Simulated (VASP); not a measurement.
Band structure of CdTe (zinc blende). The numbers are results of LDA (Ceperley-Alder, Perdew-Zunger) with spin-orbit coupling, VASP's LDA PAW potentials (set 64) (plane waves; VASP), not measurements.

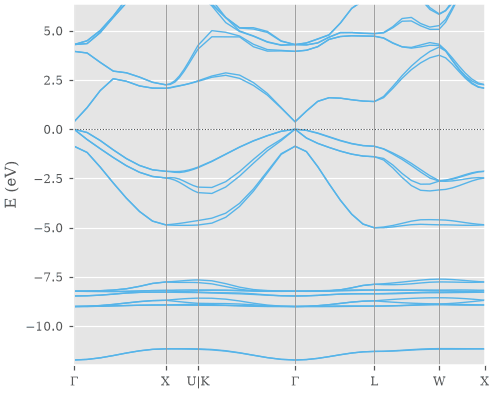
Bands along high-symmetry lines, zero at the valence-band maximum or, without a gap, the Fermi level

**Question.** Read the plot: is there a gap, and where are the band edges?

**Answer.** The gap is direct, 0.38 eV, from the valence maximum at Γ to the conduction minimum at Γ.

Measured: gap 1.63 eV (computed value off by -1.25 eV), as given by Anna Miglio et al., npj Computational Materials (2020), arXiv:2011.12765 [zero-point renormalisation of 16 meV (experimental, the table's column) added back].

The compound is CdTe in the zinc blende structure. It was relaxed first.
